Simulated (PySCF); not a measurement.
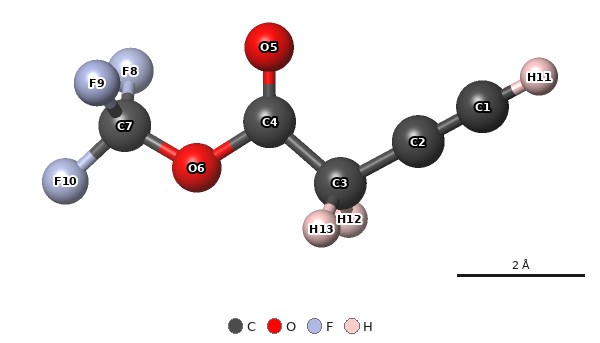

The structure as given in the input (ball-and-stick view, seen at a tilt; atoms are numbered from 1 in the order of the input). Bond lengths as drawn: C–C 1.20 to 1.50 Å, C–F 1.33 Å, C–H 1.05 to 1.09 Å and C–O 1.18 to 1.41 Å.

# Run report: C₅H₃F₃O₂, spin–spin coupling calculation

The run: spin–spin coupling calculation of C₅H₃F₃O₂. Method and program: B3LYP/pcJ-1 indirect spin-spin coupling, non-relativistic, gas phase (PySCF 2.14.0).

The geometry comes from this level: GFN2-xTB. Figures and captions count atoms from 1; the log counts them from 0 in places.

## What the program printed
```
coarse grid: 12720 points
cycle   1  E = -641.8281935312  dE =  1.984e+00  |g| = 1.388e+00  |ddm| = 3.513e+00
cycle   2  E = -641.0354902164  dE =  7.927e-01  |g| = 2.562e+00  |ddm| = 2.247e+00
cycle   3  E = -642.1175922483  dE = -1.082e+00  |g| = 4.878e-01  |ddm| = 1.698e+00
cycle   4  E = -642.1584449639  dE = -4.085e-02  |g| = 1.294e-01  |ddm| = 3.453e-01
cycle   5  E = -642.1608514083  dE = -2.406e-03  |g| = 4.485e-02  |ddm| = 8.266e-02
cycle   6  E = -642.1612127748  dE = -3.614e-04  |g| = 2.030e-02  |ddm| = 3.586e-02
cycle   7  E = -642.1613088978  dE = -9.612e-05  |g| = 4.663e-03  |ddm| = 1.403e-02
cycle   8  E = -642.1613132734  dE = -4.376e-06  |g| = 1.230e-03  |ddm| = 3.601e-03
final grid: 129384 points
cycle   9  E = -642.2675360870  dE = -2.619e-04  |g| = 8.418e-03  |ddm| = 2.149e-02
cycle  10  E = -642.2675197211  dE =  1.637e-05  |g| = 1.247e-02  |ddm| = 1.118e-02
cycle  11  E = -642.2675450431  dE = -2.532e-05  |g| = 2.734e-03  |ddm| = 7.944e-03
cycle  12  E = -642.2675462052  dE = -1.162e-06  |g| = 1.203e-03  |ddm| = 2.231e-03
cycle  13  E = -642.2675464572  dE = -2.520e-07  |g| = 3.286e-04  |ddm| = 7.660e-04
cycle  14  E = -642.2675464781  dE = -2.092e-08  |g| = 7.478e-05  |ddm| = 2.128e-04
cycle  15  E = -642.2675464792  dE = -1.069e-09  |g| = 2.510e-05  |ddm| = 5.562e-05
cycle  16  E = -642.2675464793  dE = -1.196e-10  |g| = 9.215e-06  |ddm| = 1.762e-05
```

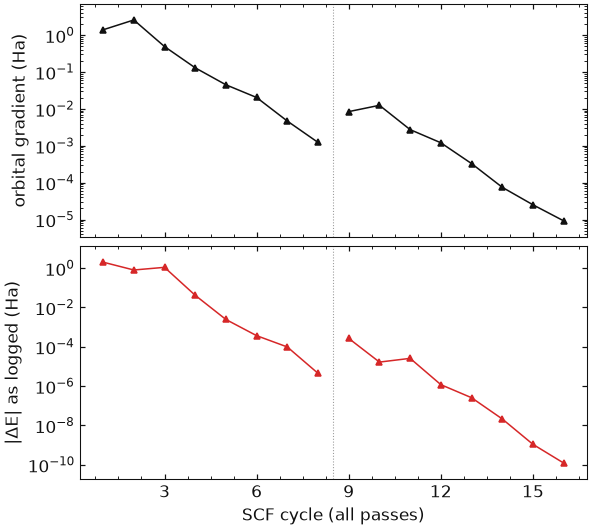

Convergence of the self-consistent field: orbital gradient and size of the energy change against the SCF cycle. The dotted line marks the change from a coarse to the final integration grid. The first 8 cycles use a coarse grid, the final grid takes over at cycle 9, and the field converges after 16 cycles in all.

```
converged SCF energy = -642.2675464793

Indirect spin-spin couplings (Hz)
  i      j    bonds     total        FC       PSO       DSO        SD
  0 C    9 F    6      0.195     0.185     0.226    -0.191    -0.024
  0 C   10 H    1    267.585   268.389    -1.227     0.423         -
  0 C   11 H    3      4.354     4.023     0.746    -0.415         -
  0 C   12 H    3      4.354     4.024     0.746    -0.415         -
  1 C   10 H    2     53.547    48.684     6.064    -1.201         -
  1 C   11 H    2    -11.133   -11.073     0.006    -0.066         -
  1 C   12 H    2    -11.113   -11.053     0.007    -0.066         -
  2 C    7 F    4      1.150     1.243     0.092    -0.193     0.008
  2 C    8 F    4      1.145     1.238     0.092    -0.193     0.008
  2 C    9 F    4      3.171     2.801     0.455    -0.208     0.123
  2 C   10 H    3      3.765     3.711     0.517    -0.464         -
  2 C   11 H    1    140.551   138.908     0.660     0.982         -
  2 C   12 H    1    140.624   138.982     0.660     0.982         -
  3 C    7 F    3     -0.330     0.230    -0.593     0.084    -0.051
  3 C    8 F    3     -0.340     0.216    -0.587     0.083    -0.052
  3 C    9 F    3      0.491    -2.384     1.891    -0.371     1.354
  3 C   10 H    4     -3.016    -2.874     0.060    -0.202         -
  3 C   11 H    2    -10.355   -10.429    -0.180     0.254         -
  3 C   12 H    2    -10.346   -10.420    -0.179     0.253         -
  4 O    7 F    4     -1.731    -2.949     0.831    -0.104     0.491
  4 O    8 F    4     -1.657    -2.877     0.832    -0.103     0.491
  4 O    9 F    4     -4.039    -0.975    -2.217     0.223    -1.070
  4 O   11 H    3     -1.550    -1.726    -0.066     0.242         -
  4 O   12 H    3     -1.550    -1.726    -0.066     0.242         -
  5 O    7 F    2      4.148     1.390     6.566    -0.015    -3.794
  5 O    8 F    2      4.046     1.309     6.545    -0.015    -3.792
  5 O    9 F    2    -36.900   -42.124     6.119    -0.077    -0.818
  5 O   11 H    3      0.325     0.295     0.204    -0.174         -
  5 O   12 H    3      0.345     0.315     0.203    -0.174         -
  6 C    7 F    1   -349.225  -316.853   -41.124     1.678     7.075
  6 C    8 F    1   -349.072  -316.713   -41.115     1.678     7.078
  6 C    9 F    1   -319.393  -287.158   -41.213     1.632     7.346
  7 F    8 F    2     -4.442    45.776   -89.549    -0.134    39.466
  7 F    9 F    2     20.161    49.455   -70.244    -0.247    41.198
  7 F   11 H    5      0.593     0.638     0.371    -0.370    -0.048
  7 F   12 H    5      0.541     0.421     1.177    -1.138     0.080
  8 F    9 F    2     20.983    50.519   -70.501    -0.247    41.211
  8 F   11 H    5      0.544     0.423     1.177    -1.137     0.081
  8 F   12 H    5      0.592     0.638     0.371    -0.369    -0.047
  9 F   11 H    5     -0.380    -0.429     0.623    -0.512    -0.062
  9 F   12 H    5     -0.383    -0.431     0.625    -0.514    -0.062
 10 H   11 H    4     -3.746    -3.703     1.465    -1.508         -
 10 H   12 H    4     -3.746    -3.703     1.464    -1.507         -
 11 H   12 H    2    -23.810   -23.995     2.069    -1.884         -
```

The run was set up as follows.

## Input file
```
{"job": {"kind": "j", "xc": "B3LYP", "basis": "pcJ-1"}, "charge": 0, "multiplicity": 1}
C      2.488498    -1.948986    -1.239617
C      1.473231    -1.635056    -0.692144
C      0.243965    -1.250688    -0.029207
C      0.037902     0.233915    -0.056480
O      0.712327     1.085173    -0.522796
O     -1.174841     0.514572     0.605127
C     -1.573664     1.790136     0.707136
F     -1.774938     2.374663    -0.472185
F     -0.722615     2.555198     1.387912
F     -2.731406     1.813307     1.360378
H      3.378098    -2.230157    -1.718622
H     -0.615393    -1.725047    -0.512733
H      0.254448    -1.576542     1.015361
```

The first line tells a small driver script what to run in PySCF; the rest is the geometry in Å.

Run as:
```bash
OMP_NUM_THREADS=1 python <driver script> task.json out
```

## Summary

```csv
quantity,value
outcome,converged
total energy,−642.267546 hartree
HOMO,−8.21 eV
LUMO,−1.28 eV
dipole moment,3.11 D
hardware,"1 CPU thread, shared host"
wall time,2.3 min
peak memory,1.2 GiB
```
